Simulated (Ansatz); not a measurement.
BH3ClOF: geometry relaxation

BH3ClOF, computed with RKS PBE/def2-SVP (Ansatz 0.2.0).

It belongs to a series of runs on one base structure; here: end point A relaxed. Figures and captions count atoms from 1; the log counts them from 0 in places.

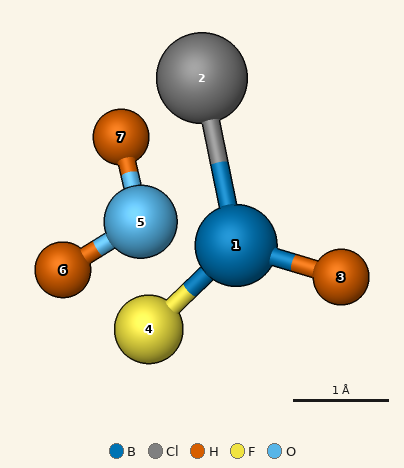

*The starting structure (ball-and-stick view, seen at a tilt; atoms are numbered from 1 in the order of the input).*

Bond lengths as drawn: B–Cl 1.83 Å, B–F 1.32 Å, B–H 1.21 Å and H–O 0.98 to 0.99 Å.

Results in brief

```tsv
quantity	value
outcome	converged
total energy	−17995.3150 eV
mean-field energy	−17995.3150 eV
largest force (length of the vector) at the end	0.038 eV/Å
hardware	1 thread of AMD EPYC (Zen 5), 32 GiB of memory available, shared host
wall time	7.3 s
peak memory	0.16 GiB
```

Input file
```yaml
crystal:
  periodic: [false, false, false]
  atoms:
    - { symbol: B, position_ang: [0.042304, 0.318366, 0.07713] }
    - { symbol: Cl, position_ang: [-0.070277, 0.629069, 1.87841] }
    - { symbol: H, position_ang: [1.100955, 0.430037, -0.489984] }
    - { symbol: F, position_ang: [-1.098338, 0.188233, -0.582755] }
    - { symbol: O, position_ang: [0.209688, -2.237904, 0.513212] }
    - { symbol: H, position_ang: [-0.690761, -2.456329, 0.197786] }
    - { symbol: H, position_ang: [0.043329, -1.901072, 1.431901] }
basis:
  gaussian: { orbitals: def2-SVP }
hamiltonian:
  xc: pbe
relax:
  f_tol: 0.03
  max_steps: 50
output:
  orbitals: {}
```

Command:
```bash
ansatz run input.yaml --threads 1 --pin off --max-ram 2048MiB --backend cpu --events-out ev --progress --plain --runs-dir out
```

Output
```
The last accepted step is kept in [file] (removed where the run ends without a failure and the disk answers)
Engine: ansatz 0.2.0, x86_64-unknown-linux-gnu
Functional definition: PBE
  parameter kappa = 0.804
  parameter beta = 0.06672455060314922
  exchange = pbe_x(kappa = kappa, mu = beta*pi^2/3)
  correlation = pbe_c(beta = beta)
814 factors; their error is unknown
mean field evaluation 1: about -17989.7559 eV, gradient 5.5e1 eV
mean field evaluation 2: about -17965.0220 eV, gradient 1.2e2 eV
mean field evaluation 4: about -17994.8632 eV, gradient 9.1e0 eV
mean field evaluation 8: about -17995.0082 eV, gradient 2.5e-1 eV
mean field evaluation 16: about -17994.9737 eV, gradient 2.5e-5 eV
mean field -17994.97369363 eV, -661.3030858095 hartree, gradient 2.5e-5 eV, S^2 0.000000; 0 other end points of the search recorded, 0 dependent functions left out
the calculation of the forces begins
reference -17994.97372211 eV, -661.3030868564 hartree; 21, 21 occupied and 54, 54 virtual orbitals, 814 factors
relax step   1: F+E_penalty+E_count = -17994.97369363 eV  Δ(F+E_penalty+E_count) = +0.000e0 eV  max|allowed force component| = 8.710e-1 eV/Å  Δτ_max = 0.0000 Å  (25 SCF iters, accepted)
these checks for a lower state are left out or cut short: starts, cluster_reference, orbital_swaps, neighbouring_geometries, increment
814 factors; their error is unknown
mean field -17995.05782371 eV, -661.3061775330 hartree, gradient 6.6e-5 eV, S^2 0.000000; 0 other end points of the search recorded, 0 dependent functions left out
the calculation of the forces begins
reference -17995.05785229 eV, -661.3061785835 hartree; 21, 21 occupied and 54, 54 virtual orbitals, 814 factors
relax step   2: F+E_penalty+E_count = -17995.05782371 eV  Δ(F+E_penalty+E_count) = -8.413e-2 eV  max|allowed force component| = 1.141e0 eV/Å  Δτ_max = 0.1950 Å  (29 SCF iters, accepted)
these checks for a lower state are left out or cut short: starts, cluster_reference, orbital_swaps, neighbouring_geometries, increment
814 factors; their error is unknown
mean field -17995.19922770 eV, -661.3113740337 hartree, gradient 8.4e-5 eV, S^2 0.000000; 0 other end points of the search recorded, 0 dependent functions left out
the calculation of the forces begins
reference -17995.19925570 eV, -661.3113750628 hartree; 21, 21 occupied and 54, 54 virtual orbitals, 814 factors
relax step   3: F+E_penalty+E_count = -17995.19922770 eV  Δ(F+E_penalty+E_count) = -1.414e-1 eV  max|allowed force component| = 1.101e0 eV/Å  Δτ_max = 0.1949 Å  (29 SCF iters, accepted)
these checks for a lower state are left out or cut short: starts, cluster_reference, orbital_swaps, neighbouring_geometries, increment
814 factors; their error is unknown
mean field evaluation 32: about -17995.2713 eV, gradient 2.1e-3 eV
mean field -17995.23499080 eV, -661.3126883035 hartree, gradient 1.9e-5 eV, S^2 0.000000; 0 other end points of the search recorded, 0 dependent functions left out
the calculation of the forces begins
reference -17995.23501851 eV, -661.3126893217 hartree; 21, 21 occupied and 54, 54 virtual orbitals, 814 factors
relax step   4: F+E_penalty+E_count = -17995.23499080 eV  Δ(F+E_penalty+E_count) = -3.576e-2 eV  max|allowed force component| = 1.218e0 eV/Å  Δτ_max = 0.1917 Å  (30 SCF iters, accepted)
these checks for a lower state are left out or cut short: starts, cluster_reference, orbital_swaps, neighbouring_geometries, increment
814 factors; their error is unknown
mean field -17994.42408576 eV, -661.2828880930 hartree, gradient 1.9e-5 eV, S^2 0.000000; 0 other end points of the search recorded, 0 dependent functions left out
the calculation of the forces begins
reference -17994.42411315 eV, -661.2828890996 hartree; 21, 21 occupied and 54, 54 virtual orbitals, 814 factors
relax step   5: F+E_penalty+E_count = -17994.42408576 eV  Δ(F+E_penalty+E_count) = +8.109e-1 eV  max|allowed force component| = 4.422e0 eV/Å  Δτ_max = 0.2000 Å  (31 SCF iters, rejected (line search))
these checks for a lower state are left out or cut short: starts, cluster_reference, orbital_swaps, neighbouring_geometries, increment
814 factors; their error is unknown
mean field -17995.30898897 eV, -661.3154076860 hartree, gradient 1.5e-5 eV, S^2 0.000000; 0 other end points of the search recorded, 0 dependent functions left out
the calculation of the forces begins
reference -17995.30901662 eV, -661.3154087022 hartree; 21, 21 occupied and 54, 54 virtual orbitals, 814 factors
relax step   6: F+E_penalty+E_count = -17995.30898897 eV  Δ(F+E_penalty+E_count) = -7.400e-2 eV  max|allowed force component| = 3.169e-1 eV/Å  Δτ_max = 0.0746 Å  (27 SCF iters, accepted)
these checks for a lower state are left out or cut short: starts, cluster_reference, orbital_swaps, neighbouring_geometries, increment
814 factors; their error is unknown
mean field -17995.30848266 eV, -661.3153890797 hartree, gradient 9.2e-6 eV, S^2 0.000000; 0 other end points of the search recorded, 0 dependent functions left out
the calculation of the forces begins
reference -17995.30851031 eV, -661.3153900958 hartree; 21, 21 occupied and 54, 54 virtual orbitals, 814 factors
relax step   7: F+E_penalty+E_count = -17995.30848266 eV  Δ(F+E_penalty+E_count) = +5.063e-4 eV  max|allowed force component| = 2.798e-1 eV/Å  Δτ_max = 0.0458 Å  (26 SCF iters, rejected (line search))
these checks for a lower state are left out or cut short: starts, cluster_reference, orbital_swaps, neighbouring_geometries, increment
814 factors; their error is unknown
mean field evaluation 64: about -17995.3149 eV, gradient 1.2e-4 eV
mean field -17995.31493433 eV, -661.3156261740 hartree, gradient 2.6e-5 eV, S^2 0.000000; 0 other end points of the search recorded, 0 dependent functions left out
the calculation of the forces begins
reference -17995.31496197 eV, -661.3156271897 hartree; 21, 21 occupied and 54, 54 virtual orbitals, 814 factors
relax step   8: F+E_penalty+E_count = -17995.31493433 eV  Δ(F+E_penalty+E_count) = -5.945e-3 eV  max|allowed force component| = 2.622e-2 eV/Å  Δτ_max = 0.0221 Å  (26 SCF iters, accepted)
```

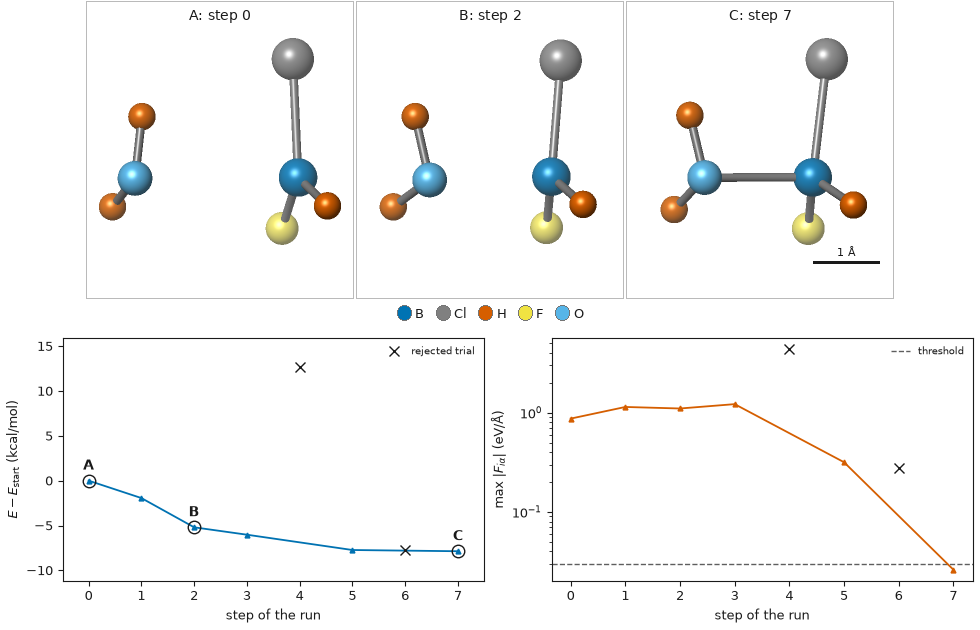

*Frames of the relaxation (ball-and-stick view, seen on its broad side) above the curves, on which the letters mark them (the first geometry is step 0 here and step 1 in the log).*

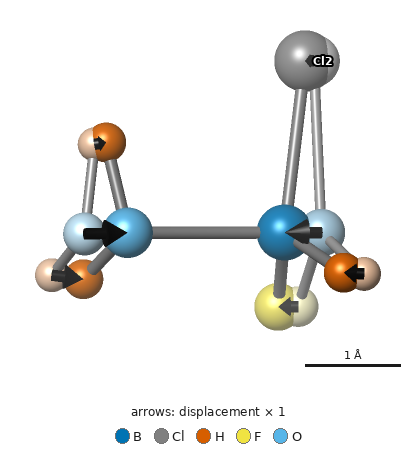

*Start (faint) and end (solid) with the displacements as black arrows, at true length (ball-and-stick view, seen on its broad side). The two geometries are laid on each other by the best rigid fit.*

O5 moves most after the best rigid fit: 0.47 Å. By element the largest moves are O 0.47 Å, B 0.40 Å, H 0.34 Å, F 0.21 Å, Cl 0.09 Å. Among the contacts that change: B1–O5 2.599 → 1.729 Å, B1–F4 1.324 → 1.367 Å, B1–Cl2 1.831 → 1.852 Å, B1–H3 1.206 → 1.215 Å. New bonds form: B1–O5 (2.60 → 1.73 Å). Among the angles that change: Cl2–B1–H3 120.0° → 115.4°, H3–B1–F4 122.1° → 118.0°, Cl2–B1–F4 117.0° → 114.0°. Over 7 geometry steps the energy falls by 7.87 kcal/mol. Largest force component: 0.87 eV/Å at the start, 0.026 eV/Å at the end. The line search rejected the trial steps at points 4, 6 (counted from 0) and went back. (Atoms are counted from 1 in the order of the input.)

```
814 factors; their error is unknown
mean field -17995.31493433 eV, -661.3156261740 hartree, gradient 2.6e-5 eV, S^2 0.000000; 1 other end points of the search recorded, 0 dependent functions left out
the calculation of the forces begins
reference -17995.31496197 eV, -661.3156271897 hartree; 21, 21 occupied and 54, 54 virtual orbitals, 814 factors
Total energy: -17995.31496197 eV, -661.3156271897 hartree
Atom 0 at     0.052403    -0.075314     0.148738 Å, force     0.017614    -0.018908    -0.011175 eV/Å
Atom 1 at    -0.071641     0.537815     1.892136 Å, force     0.000870     0.002564     0.024480 eV/Å
Atom 2 at     1.075734     0.219096    -0.436123 Å, force    -0.011028    -0.007545    -0.003269 eV/Å
Atom 3 at    -1.123270    -0.016400    -0.546693 Å, force    -0.011487    -0.009402    -0.005823 eV/Å
Atom 4 at     0.183631    -1.773630     0.445296 Å, force    -0.020451    -0.006317     0.026225 eV/Å
Atom 5 at    -0.659685    -2.137805     0.094758 Å, force     0.015678     0.026100    -0.023298 eV/Å
Atom 6 at     0.079729    -1.783361     1.427588 Å, force     0.008803     0.013507    -0.007139 eV/Å
Dipole moment:    -0.115000    -0.812349     0.092850 e Å
```

Trajectory as extended XYZ (Å, eV, eV/Å), 8 frames, from step=1 to step=8
```
7
Properties=species:S:1:pos:R:3:forces:R:3 step=1 energy=-17994.97369
B     0.0423    0.3184    0.0771   -0.0224  -0.1611   0.8710
Cl   -0.0703    0.6291    1.8784    0.0385  -0.1148  -0.8240
H     1.1010    0.4300   -0.4900    0.0152  -0.0128   0.0045
F    -1.0983    0.1882   -0.5828   -0.0200   0.0000   0.0027
O     0.2097   -2.2379    0.5132   -0.1745   0.5148   0.4656
H    -0.6908   -2.4563    0.1978    0.0663   0.0302   0.0472
H     0.0433   -1.9011    1.4319    0.0970  -0.2562  -0.5670
7
Properties=species:S:1:pos:R:3:forces:R:3 step=2 energy=-17995.05782
B     0.0407    0.2225    0.0951    0.1014  -0.2367   0.5017
Cl   -0.0798    0.6162    1.8606    0.0243  -0.0330  -0.2281
H     1.0988    0.3648   -0.4686    0.0332  -0.0817  -0.0234
F    -1.1022    0.1789   -0.5788   -0.1852  -0.0523  -0.1396
O     0.2017   -2.0507    0.4594   -0.9236   0.1458   1.1129
H    -0.6804   -2.4310    0.2073    0.5785   0.2956  -0.0823
H     0.0580   -1.9303    1.4507    0.3715  -0.0376  -1.1412
7
Properties=species:S:1:pos:R:3:forces:R:3 step=3 energy=-17995.19923
B     0.0247    0.0681    0.1373    0.5180  -0.4996   0.0818
Cl   -0.0922    0.5971    1.8649   -0.0191   0.0561   0.2623
H     1.0848    0.2162   -0.4261    0.0297   0.1219  -0.0574
F    -1.1155    0.1099   -0.5558   -0.4807  -0.0097  -0.2982
O     0.1968   -1.8597    0.4207   -0.7898  -0.1458   1.1013
H    -0.6541   -2.2992    0.1639    0.3816   0.3256  -0.2253
H     0.0924   -1.8621    1.4209    0.3603   0.1515  -0.8645
7
Properties=species:S:1:pos:R:3:forces:R:3 step=4 energy=-17995.23499
B     0.0368   -0.1219    0.1595    0.7618   0.6364  -0.4197
Cl   -0.0911    0.5085    1.8711   -0.0352   0.2945   0.6886
H     1.0767    0.1717   -0.4127   -0.1217   0.1321  -0.0110
F    -1.1185   -0.0068   -0.5441   -0.5566  -0.0366  -0.3804
O     0.1840   -1.7019    0.4213   -0.2723  -1.2183   0.3349
H    -0.6601   -2.1133    0.1242    0.0108   0.0524  -0.2877
H     0.1090   -1.7657    1.4064    0.2132   0.1394   0.0753
7
Properties=species:S:1:pos:R:3:forces:R:3 step=5 energy=-17994.42409 accepted=F
B     0.1743   -0.0746    0.1088   -4.4218   0.0723   0.3650
Cl   -0.1365    0.4633    1.8839    0.6925   0.1296  -0.4835
H     1.1784    0.2329   -0.5052   -0.3486  -0.1642  -0.0249
F    -1.3032    0.0631   -0.5129    4.1679  -0.8178   0.8951
O     0.2112   -1.8406    0.5027    0.6211   0.8101  -1.1691
H    -0.6208   -2.1350    0.0906   -0.4567  -0.1060  -0.0933
H     0.0336   -1.7385    1.4577   -0.2544   0.0759   0.5106
7
Properties=species:S:1:pos:R:3:forces:R:3 step=6 energy=-17995.30899
B     0.0541   -0.0715    0.1556   -0.2148   0.0380  -0.3169
Cl   -0.0778    0.5490    1.8858    0.0079  -0.0163   0.1094
H     1.0772    0.2206   -0.4339   -0.0149  -0.0339   0.0331
F    -1.1238    0.0001   -0.5524    0.2208  -0.0846   0.1570
O     0.1838   -1.7745    0.4386   -0.1673  -0.0680   0.1703
H    -0.6635   -2.1538    0.1095    0.0786   0.1081  -0.1027
H     0.0869   -1.7994    1.4225    0.0897   0.0567  -0.0502
7
Properties=species:S:1:pos:R:3:forces:R:3 step=7 energy=-17995.30848 accepted=F
B     0.0500   -0.0638    0.1371    0.0265  -0.2798   0.1075
Cl   -0.0647    0.5057    1.8928   -0.0374   0.2056   0.1061
H     1.0817    0.2208   -0.4369   -0.0650   0.0446  -0.0588
F    -1.1295   -0.0222   -0.5517    0.0438   0.0861  -0.0181
O     0.1828   -1.7681    0.4521    0.0281  -0.0882  -0.0681
H    -0.6567   -2.1355    0.0975    0.0044   0.0057  -0.0159
H     0.0732   -1.7665    1.4348   -0.0005   0.0260  -0.0529
7
Properties=species:S:1:pos:R:3:forces:R:3 step=8 energy=-17995.31493
B     0.0524   -0.0753    0.1487    0.0176  -0.0189  -0.0112
Cl   -0.0716    0.5378    1.8921    0.0009   0.0026   0.0245
H     1.0757    0.2191   -0.4361   -0.0110  -0.0075  -0.0033
F    -1.1233   -0.0164   -0.5467   -0.0115  -0.0094  -0.0058
O     0.1836   -1.7736    0.4453   -0.0205  -0.0063   0.0262
H    -0.6597   -2.1378    0.0948    0.0157   0.0261  -0.0233
H     0.0797   -1.7834    1.4276    0.0088   0.0135  -0.0071
```

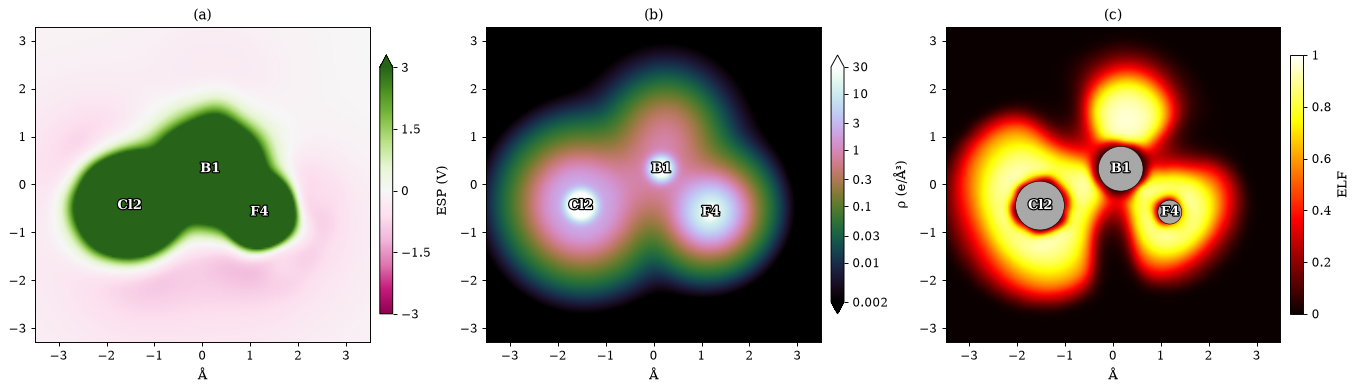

*(a) electrostatic potential; (b) total electron density; (c) ELF on the plane of atoms Cl2, B1 and F4. Grey discs, where drawn, cover atomic cores.*

The section cuts through B, Cl and F sites. B–F (1.37 Å): ρ is about 1.9 e/Å³ halfway; the ELF peaks at about 0.90 between the atoms, which marks a shared but strongly polarised pair.

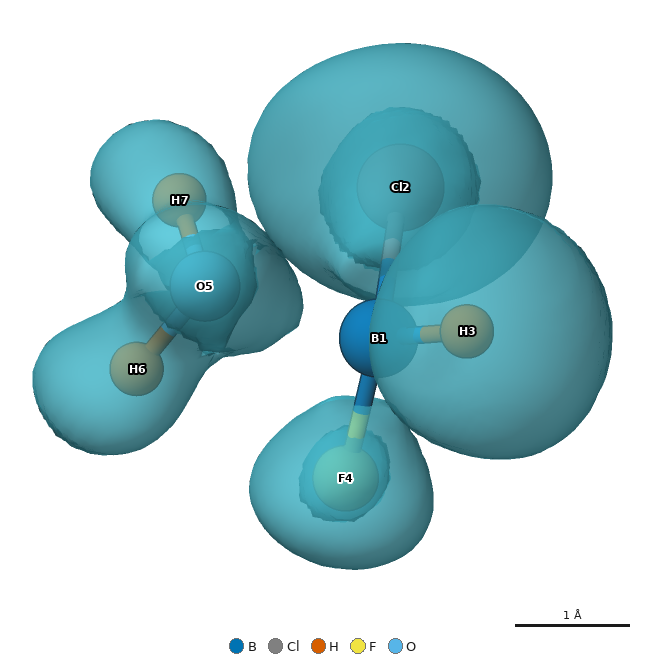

*Isosurface of the ELF at 0.75 (cyan), seen at a tilt. Core shells and regions of very low density are left out.*

Along the contacts the grid gives the following. B1···O5 (1.73 Å): the ELF peaks at about 0.90 between the atoms. B–F (1.37 Å): the ELF peaks at about 0.90 between the atoms, which marks a shared but strongly polarised pair.

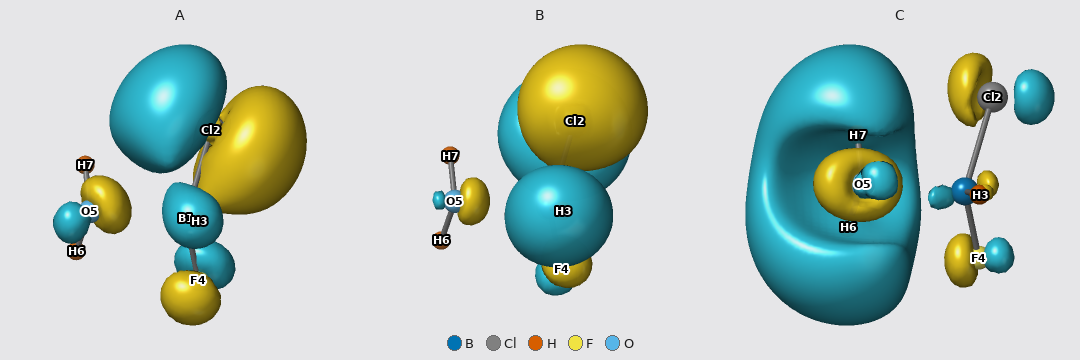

*Three frontier orbitals at ±0.1 Å⁻³ᐟ² (yellow and cyan are the two phases).*

A is the HOMO−1 (−7.24 eV). B is the HOMO (−6.83 eV). C is the LUMO (−0.63 eV). It lies mainly on H6 (35 %), O5 (25 %) and H7 (25 %). The HOMO–LUMO gap is 6.20 eV between the orbital energies.
